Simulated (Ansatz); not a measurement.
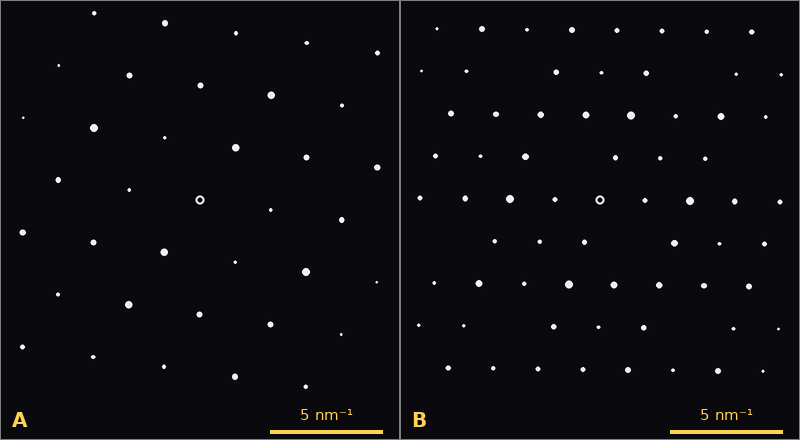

Kinematic electron diffraction patterns (200 kV, B = 0.5 Å², same scale, each along a low-index zone) of two structures of composition GaHg2, each relaxed at zero pressure with DFT PBE, scalar-relativistic, plane waves, PAW in Ansatz 0.2.0.

The structures (standard cells):
1. P4_2/mnm (No. 136), a = 7.027 Å, c = 3.464 Å, 6 atoms; generated start, possibly hypothetical
2. Fd-3m (No. 227), a = 8.559 Å, 24 atoms; generated start, possibly hypothetical

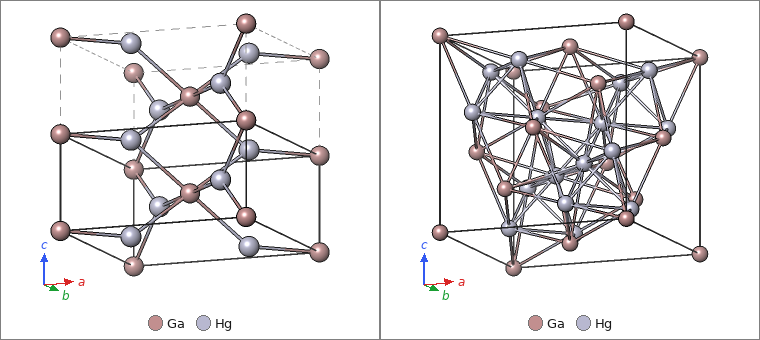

Drawings of the structures 1 to 2, from left to right (each may span several cells).

Which pattern belongs to which structure, and along which zone?

A is structure 1 along [100] or an equivalent direction: centred rectangular net of 0 2 0 at d = 3.51 Å and 0 1 1 at d = 3.11 Å, 63.8° apart (some points of this net are extinct or too weak to see). B is structure 2 along [110] or an equivalent direction: centred rectangular net of -1 1 -1 at d = 4.94 Å and -1 1 1 at d = 4.94 Å, 70.5° apart (some points of this net are extinct or too weak to see).

Rank the structures by their computed energy.

Structure 1 (P4_2/mnm, 28.50 Å³ an atom) is the lowest of these; structure 2 (Fd-3m, 26.13 Å³ an atom) lies about 120 meV an atom higher. These are static energies at 0 K; other structures, not shown, may lie lower still.
